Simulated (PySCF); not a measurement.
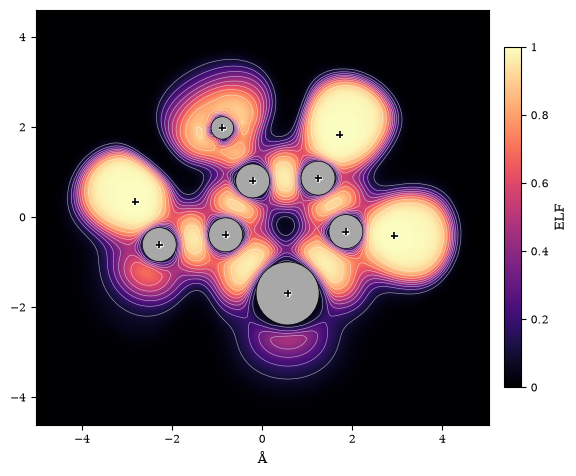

The ELF on a plane through atoms (crosses mark nuclei in the plane; grey discs cover the cores).

Computed with wB97X-D/def2-SVPD, SCF density, gas phase (PySCF 2.14.0).

Candidates:
A. C5H7FSi (SMILES CC1=C(F)C=C[SiH2]1)
B. CH12OSi4 (SMILES [SiH3]C[SiH2]O[SiH2][SiH3])

### Which candidate gave the map?

Candidate A: C5H7FSi on the plane of atoms C2, C3 and C5, which holds C, F, Si and H. C–C (1.34 Å): the ELF peaks at about 0.90 between the atoms (a short, multiple covalent bond). C–F (1.36 Å): the ELF peaks at about 0.85 between the atoms; a shared but strongly polarised pair.
